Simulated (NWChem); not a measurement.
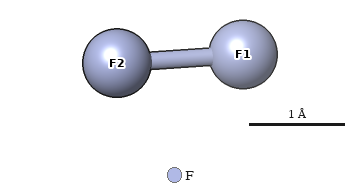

Fig. 1: The structure (ball-and-stick view, seen at a tilt; atoms are numbered from 1 in the order of the input).

Energy and gradient calculation of F2

The run: energy and gradient calculation of F2, SMILES FF. Method and program: HF/3-21G, RHF (NWChem 7.3.0).

The geometry comes from this level: PBE0-D4/def2-TZVP.

## The program's output
```
Northwest Computational Chemistry Package (NWChem) 7.3.0
             --------------------------------------------------------

           Job information
           ---------------

    nwchem branch   = 7.3.0
    use scalapack   = T
    input           = mymol.nw
    prefix          = mymol.
    data base       = ./mymol.db
    status          = startup
    nproc           =        1

           Memory information
           ------------------

    heap     =     72089598 doubles =      550.0 Mbytes
    stack    =     72089595 doubles =      550.0 Mbytes
    global   =    144179200 doubles =     1100.0 Mbytes (distinct from heap & stack)
    total    =    288358393 doubles =     2200.0 Mbytes
    verify   = yes
    hardfail = no

           Directory information
           ---------------------

  0 permanent = .
  0 scratch   = .

                                NWChem Input Module
                                -------------------

                                        F2
                                        --

 Scaling coordinates for geometry "geometry" by  1.889725989
 (inverse scale =  0.529177249)

                             Geometry "geometry" -> ""
                             -------------------------

 Output coordinates in angstroms (scale by  1.889725989 to convert to a.u.)

  No.       Tag          Charge          X              Y              Z
 ---- ---------------- ---------- -------------- -------------- --------------
    1 F                    9.0000    -0.58390000     0.21240000    -0.29500000
    2 F                    9.0000     0.58390000    -0.21240000     0.29500000

      Atomic Mass
      -----------

      F                 18.998400

 Effective nuclear repulsion energy (a.u.)      31.1594530052

            Nuclear Dipole moment (a.u.)
            ----------------------------
        X                 Y               Z
 ---------------- ---------------- ----------------
     0.0000000000     0.0000000000     0.0000000000

            XYZ format geometry
            -------------------
     2
 geometry
 F                    -0.58390000     0.21240000    -0.29500000
 F                     0.58390000    -0.21240000     0.29500000

                      Basis "ao basis" -> "" (spherical)
                      -----
  [basis functions not shown]

 Summary of "ao basis" -> "" (spherical)
 ------------------------------------------------------------------------------
       Tag                 Description            Shells   Functions and Types
 ---------------- ------------------------------  ------  ---------------------
 F                           3-21G                   5        9   3s2p

                                 NWChem SCF Module
                                 -----------------

                                        F2

  ao basis        = "ao basis"
  functions       =    18
  atoms           =     2
  closed shells   =     9
  open shells     =     0
  charge          =   0.00
  wavefunction    = RHF
  input vectors   = atomic
  output vectors  = ./mymol.movecs
  use symmetry    = F
  symmetry adapt  = F

 Summary of "ao basis" -> "ao basis" (spherical)
 ------------------------------------------------------------------------------
       Tag                 Description            Shells   Functions and Types
 ---------------- ------------------------------  ------  ---------------------
 F                           3-21G                   5        9   3s2p

 Forming initial guess at       0.0s

      Superposition of Atomic Density Guess
      -------------------------------------

 Sum of atomic energies:        -197.71471404

      Non-variational initial energy
      ------------------------------

 Total energy =    -197.462591
 1-e energy   =    -339.849133
 2-e energy   =     111.227089
 HOMO         =      -0.444695
 LUMO         =      -0.093397

 Starting SCF solution at       0.0s

 ----------------------------------------------
         Quadratically convergent ROHF

 Convergence threshold     :          1.000E-08
 Maximum no. of iterations :           80
 Final Fock-matrix accuracy:          1.000E-10
 ----------------------------------------------

              iter       energy          gnorm     gmax       time
             ----- ------------------- --------- --------- --------
                 1     -197.6256532491  6.01D-01  2.87D-01      0.0
                 2     -197.6423457490  1.69D-01  1.15D-01      0.0
                 3     -197.6434152442  2.91D-02  1.52D-02      0.0
                 4     -197.6434281024  2.97D-04  1.04D-04      0.0
                 5     -197.6434281060  2.18D-08  9.34D-09      0.0
                 6     -197.6434281060  4.22D-10  2.12D-10      0.1

       Final RHF  results
       ------------------

         Total SCF energy =   -197.643428106019
      One-electron energy =   -338.844810363285
      Two-electron energy =    110.041929252089
 Nuclear repulsion energy =     31.159453005178

        Time for solution =      0.0s

             Final eigenvalues
             -----------------

              1
    1  -26.2872
    2  -26.2863
    3   -1.7636
    4   -1.4572
    5   -0.7942
    6   -0.7942
    7   -0.7283
    8   -0.6347
    9   -0.6347
   10    0.1591
   11    2.0312
   12    2.0312
   13    2.2447
   14    2.2945
   15    2.2945
   16    2.4445
   17    3.1367
   18    3.9440

                       ROHF Final Molecular Orbital Analysis
                       -------------------------------------

 Vector    2  Occ=2.000000D+00  E=-2.628635D+01
              MO Center= -9.1D-12,  3.3D-12, -4.6D-12, r^2= 4.8D-01
   Bfn.  Coefficient  Atom+Function         Bfn.  Coefficient  Atom+Function
  ----- ------------  ---------------      ----- ------------  ---------------
     1      0.694061  1 F  s                 10      0.694061  2 F  s

 Vector    3  Occ=2.000000D+00  E=-1.763565D+00
              MO Center=  1.1D-14, -3.1D-15,  5.0D-15, r^2= 6.4D-01
   Bfn.  Coefficient  Atom+Function         Bfn.  Coefficient  Atom+Function
  ----- ------------  ---------------      ----- ------------  ---------------
     6      0.508472  1 F  s                 15      0.508472  2 F  s
     2      0.174294  1 F  s                 11      0.174294  2 F  s
     1     -0.171666  1 F  s                 10     -0.171666  2 F  s

 Vector    4  Occ=2.000000D+00  E=-1.457192D+00
              MO Center= -9.6D-15,  3.4D-15, -5.2D-15, r^2= 9.5D-01
   Bfn.  Coefficient  Atom+Function         Bfn.  Coefficient  Atom+Function
  ----- ------------  ---------------      ----- ------------  ---------------
     6      0.622915  1 F  s                 15     -0.622915  2 F  s
     1     -0.187806  1 F  s                  2      0.187073  1 F  s
    10      0.187806  2 F  s                 11     -0.187073  2 F  s

 Vector    5  Occ=2.000000D+00  E=-7.942101D-01
              MO Center=  4.8D-14, -2.1D-14,  2.3D-14, r^2= 8.4D-01
   Bfn.  Coefficient  Atom+Function         Bfn.  Coefficient  Atom+Function
  ----- ------------  ---------------      ----- ------------  ---------------
     8      0.362563  1 F  py                17      0.362563  2 F  py
     4      0.344128  1 F  py                13      0.344128  2 F  py
     9      0.167976  1 F  pz                18      0.167976  2 F  pz
     5      0.159434  1 F  pz                14      0.159434  2 F  pz

 Vector    6  Occ=2.000000D+00  E=-7.942101D-01
              MO Center=  1.9D-14, -9.2D-15,  1.4D-14, r^2= 8.4D-01
   Bfn.  Coefficient  Atom+Function         Bfn.  Coefficient  Atom+Function
  ----- ------------  ---------------      ----- ------------  ---------------
     9      0.322312  1 F  pz                18      0.322312  2 F  pz
     5      0.305923  1 F  pz                14      0.305923  2 F  pz
     7     -0.207375  1 F  px                16     -0.207375  2 F  px
     3     -0.196831  1 F  px                12     -0.196831  2 F  px

 Vector    7  Occ=2.000000D+00  E=-7.283168D-01
              MO Center= -2.8D-15,  6.4D-15, -4.5D-15, r^2= 1.0D+00
   Bfn.  Coefficient  Atom+Function         Bfn.  Coefficient  Atom+Function
  ----- ------------  ---------------      ----- ------------  ---------------
     7      0.324852  1 F  px                16     -0.324852  2 F  px
     3      0.298489  1 F  px                12     -0.298489  2 F  px
     6     -0.186187  1 F  s                 15     -0.186187  2 F  s
     9      0.164123  1 F  pz                18     -0.164123  2 F  pz
     5      0.150804  1 F  pz                14     -0.150804  2 F  pz

 Vector    8  Occ=2.000000D+00  E=-6.347288D-01
              MO Center= -4.9D-14,  1.9D-14, -2.4D-14, r^2= 8.8D-01
   Bfn.  Coefficient  Atom+Function         Bfn.  Coefficient  Atom+Function
  ----- ------------  ---------------      ----- ------------  ---------------
     8      0.403035  1 F  py                17     -0.403035  2 F  py
     4      0.382259  1 F  py                13     -0.382259  2 F  py
     9      0.169603  1 F  pz                18     -0.169603  2 F  pz
     5      0.160861  1 F  pz                14     -0.160861  2 F  pz

 Vector    9  Occ=2.000000D+00  E=-6.347288D-01
              MO Center= -2.1D-14,  7.7D-15, -1.1D-14, r^2= 8.8D-01
   Bfn.  Coefficient  Atom+Function         Bfn.  Coefficient  Atom+Function
  ----- ------------  ---------------      ----- ------------  ---------------
     9      0.360961  1 F  pz                18     -0.360961  2 F  pz
     5      0.342355  1 F  pz                14     -0.342355  2 F  pz
     7     -0.225236  1 F  px                16      0.225236  2 F  px
     3     -0.213626  1 F  px                12      0.213626  2 F  px

 Vector   10  Occ=0.000000D+00  E= 1.590502D-01
              MO Center=  4.8D-15, -2.2D-15,  2.7D-15, r^2= 8.7D-01
   Bfn.  Coefficient  Atom+Function         Bfn.  Coefficient  Atom+Function
  ----- ------------  ---------------      ----- ------------  ---------------
     7      0.521814  1 F  px                16      0.521814  2 F  px
     3      0.355984  1 F  px                12      0.355984  2 F  px
     6      0.286315  1 F  s                 15     -0.286315  2 F  s
     9      0.263633  1 F  pz                18      0.263633  2 F  pz
     8     -0.189816  1 F  py                17     -0.189816  2 F  py

 Vector   11  Occ=0.000000D+00  E= 2.031178D+00
              MO Center=  4.9D-14, -1.8D-14,  2.6D-14, r^2= 9.8D-01
   Bfn.  Coefficient  Atom+Function         Bfn.  Coefficient  Atom+Function
  ----- ------------  ---------------      ----- ------------  ---------------
     5      0.609602  1 F  pz                14      0.609602  2 F  pz
     9     -0.530447  1 F  pz                18     -0.530447  2 F  pz
     4      0.300353  1 F  py                13      0.300353  2 F  py
     8     -0.261354  1 F  py                17     -0.261354  2 F  py
     3     -0.198728  1 F  px                12     -0.198728  2 F  px

 Vector   12  Occ=0.000000D+00  E= 2.031178D+00
              MO Center=  4.3D-14, -1.6D-14,  2.2D-14, r^2= 9.8D-01
   Bfn.  Coefficient  Atom+Function         Bfn.  Coefficient  Atom+Function
  ----- ------------  ---------------      ----- ------------  ---------------
     4      0.602744  1 F  py                13      0.602744  2 F  py
     8     -0.524480  1 F  py                17     -0.524480  2 F  py
     3      0.317071  1 F  px                12      0.317071  2 F  px
     7     -0.275901  1 F  px                16     -0.275901  2 F  px
     5     -0.193610  1 F  pz                14     -0.193610  2 F  pz

 Vector   13  Occ=0.000000D+00  E= 2.244711D+00
              MO Center=  5.4D-14, -2.7D-14,  6.1D-14, r^2= 1.6D+00
   Bfn.  Coefficient  Atom+Function         Bfn.  Coefficient  Atom+Function
  ----- ------------  ---------------      ----- ------------  ---------------
     7      0.869878  1 F  px                16      0.869878  2 F  px
     3     -0.580429  1 F  px                12     -0.580429  2 F  px
     9      0.439483  1 F  pz                18      0.439483  2 F  pz
     8     -0.316428  1 F  py                17     -0.316428  2 F  py
     5     -0.293246  1 F  pz                14     -0.293246  2 F  pz

 Vector   14  Occ=0.000000D+00  E= 2.294491D+00
              MO Center= -4.3D-14,  4.8D-15, -4.8D-14, r^2= 1.2D+00
   Bfn.  Coefficient  Atom+Function         Bfn.  Coefficient  Atom+Function
  ----- ------------  ---------------      ----- ------------  ---------------
     9      0.674601  1 F  pz                18     -0.674601  2 F  pz
     5     -0.594153  1 F  pz                14      0.594153  2 F  pz
     8      0.382654  1 F  py                17     -0.382654  2 F  py
     4     -0.337022  1 F  py                13      0.337022  2 F  py
     7     -0.201630  1 F  px                16      0.201630  2 F  px

 Vector   15  Occ=0.000000D+00  E= 2.294491D+00
              MO Center= -3.4D-14,  3.0D-14, -2.7D-14, r^2= 1.2D+00
   Bfn.  Coefficient  Atom+Function         Bfn.  Coefficient  Atom+Function
  ----- ------------  ---------------      ----- ------------  ---------------
     8      0.659168  1 F  py                17     -0.659168  2 F  py
     4     -0.580561  1 F  py                13      0.580561  2 F  py
     7      0.372442  1 F  px                16     -0.372442  2 F  px
     3     -0.328027  1 F  px                12      0.328027  2 F  px
     9     -0.262582  1 F  pz                18      0.262582  2 F  pz

 Vector   16  Occ=0.000000D+00  E= 2.444468D+00
              MO Center= -6.5D-14,  2.4D-14, -3.3D-14, r^2= 1.1D+00
   Bfn.  Coefficient  Atom+Function         Bfn.  Coefficient  Atom+Function
  ----- ------------  ---------------      ----- ------------  ---------------
     3      0.635585  1 F  px                12     -0.635585  2 F  px
     7     -0.519685  1 F  px                16      0.519685  2 F  px
     5      0.321112  1 F  pz                14     -0.321112  2 F  pz
     9     -0.262557  1 F  pz                18      0.262557  2 F  pz
     4     -0.231201  1 F  py                13      0.231201  2 F  py

 Vector   17  Occ=0.000000D+00  E= 3.136726D+00
              MO Center= -2.0D-15,  7.6D-16, -2.2D-15, r^2= 8.5D-01
   Bfn.  Coefficient  Atom+Function         Bfn.  Coefficient  Atom+Function
  ----- ------------  ---------------      ----- ------------  ---------------
     2      1.007862  1 F  s                 11      1.007862  2 F  s
     6     -0.772901  1 F  s                 15     -0.772901  2 F  s

 Vector   18  Occ=0.000000D+00  E= 3.943996D+00
              MO Center= -2.1D-15,  9.5D-16,  1.7D-15, r^2= 8.1D-01
   Bfn.  Coefficient  Atom+Function         Bfn.  Coefficient  Atom+Function
  ----- ------------  ---------------      ----- ------------  ---------------
     6      1.345418  1 F  s                 15     -1.345418  2 F  s
     2     -1.125694  1 F  s                 11      1.125694  2 F  s
     7      0.580313  1 F  px                16      0.580313  2 F  px
     9      0.293188  1 F  pz                18      0.293188  2 F  pz
     8     -0.211095  1 F  py                17     -0.211095  2 F  py

 center of mass
 --------------
 x =   0.00000000 y =   0.00000000 z =   0.00000000

 moments of inertia (a.u.)
 ------------------
          17.929778378921          16.828200667798         -23.372500927497
          16.828200667798          58.070042729400           8.502002392534
         -23.372500927497           8.502002392534          52.383147795727

  Mulliken analysis of the total density
  --------------------------------------

    Atom       Charge   Shell Charges
 -----------   ------   -------------------------------------------------------
    1 F    9     9.00   1.99  0.47  2.38  1.52  2.64
    2 F    9     9.00   1.99  0.47  2.38  1.52  2.64

       Multipole analysis of the density wrt the origin
       ------------------------------------------------

     L   x y z        total         open         nuclear
     -   - - -        -----         ----         -------
     0   0 0 0     -0.000000      0.000000     18.000000

     1   1 0 0      0.000000      0.000000      0.000000
     1   0 1 0     -0.000000      0.000000      0.000000
     1   0 0 1      0.000000      0.000000      0.000000

     2   2 0 0     -6.530214      0.000000     21.915285
     2   1 1 0     -0.059932      0.000000     -7.971924
     2   1 0 1      0.083238      0.000000     11.072117
     2   0 2 0     -6.673169      0.000000      2.899874
     2   0 1 1     -0.030279      0.000000     -4.027603
     2   0 0 2     -6.652916      0.000000      5.593894

                              NWChem Gradients Module
                              -----------------------

                                        F2

  wavefunction    =   RHF

                         RHF ENERGY GRADIENTS

    atom               coordinates                        gradient
                 x          y          z           x          y          z
   1 F      -1.103411   0.401378  -0.557469    0.027947  -0.010166   0.014119
   2 F       1.103411  -0.401378   0.557469   -0.027947   0.010166  -0.014119

                 ----------------------------------------
                 |  Time  |  1-e(secs)   |  2-e(secs)   |
                 ----------------------------------------
                 |  CPU   |       0.00   |       0.00   |
                 ----------------------------------------
                 |  WALL  |       0.00   |       0.00   |
                 ----------------------------------------

 Task  times  cpu:        0.0s     wall:        0.0s
 Total times  cpu:        0.1s     wall:        0.1s
```

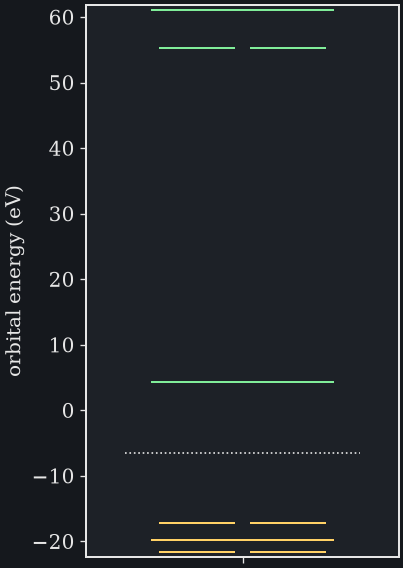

Fig. 2: Orbital energies near the frontier; the dotted line parts filled from empty levels, and levels within 0.02 eV of each other stand side by side. Highest filled −17.27 eV, lowest empty 4.33 eV, 21.60 eV apart.

This output came from the following input.

## The input
```
start mymol
title "F2"
memory total 2200 mb
geometry units angstrom noautosym nocenter noautoz
F       -0.583900       0.212400      -0.295000
F        0.583900      -0.212400       0.295000
end
basis spherical bse
F library 3-21G
end
scf
thresh 1e-08
maxiter 80
end
task scf gradient
```

Launched with:
```bash
nwchem mymol.nw > mymol.out
```

## Key numbers

| quantity | value |
| --- | --- |
| outcome | converged |
| total energy | −197.643428 hartree |
| basis functions | 18 |
| largest force | 1.693 eV/Å |
| HOMO | −17.27 eV |
| LUMO | 4.33 eV |
| dipole moment | 0.00 D |
| hardware | 1 thread of Intel Xeon (Granite Rapids), 12 GiB of memory available, shared host |
| wall time | 0.54 s |
| peak memory | 0.1 GiB |
